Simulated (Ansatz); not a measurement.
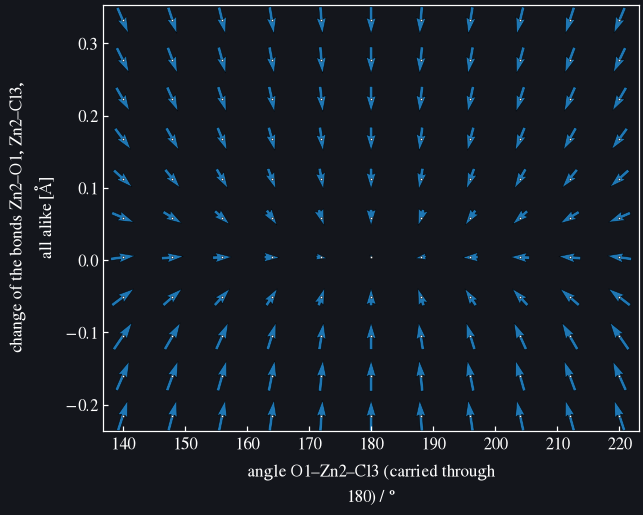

ClOZn, SMILES [O-][Zn][Cl], charge −1. The first coordinate is: angle O1–Zn2–Cl3 (carried through 180); the second: change of the bonds Zn2–O1, Zn2–Cl3, all alike. Nothing is relaxed (all other coordinates rigid). The grid has 11 × 11 points; 66 points were computed and 55 follow by symmetry. Points are written as (first, second). Theory: Ansatz, RKS r2SCAN0-D4/def2-SVPD.

The picture shows dots at the grid points, arrows along the force (downhill), their lengths compressed.

> The arrows alone are given. Where is the energy lowest?

The arrows converge at about (180°, 0.000 Å) (read from the interpolated surface).

The energy map of the same scan:

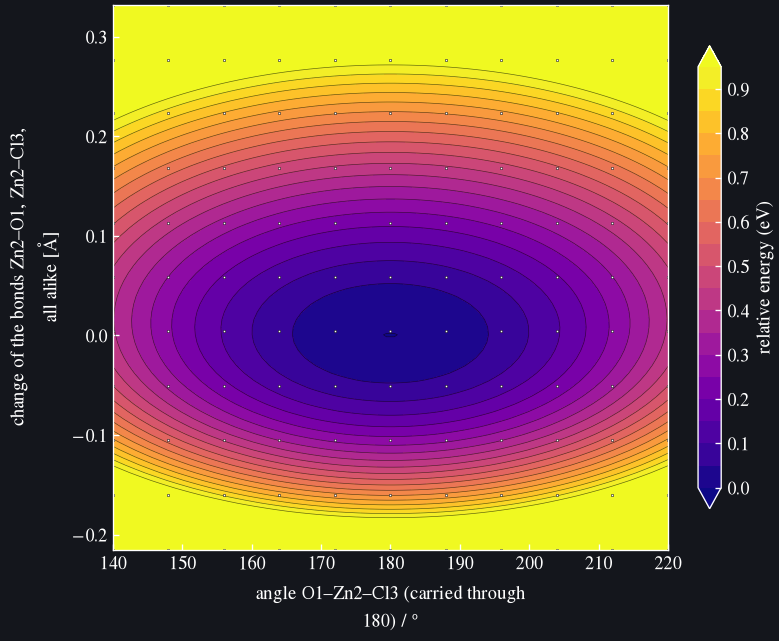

Energies are in eV, from the lowest grid point; between grid points the surface is interpolated.
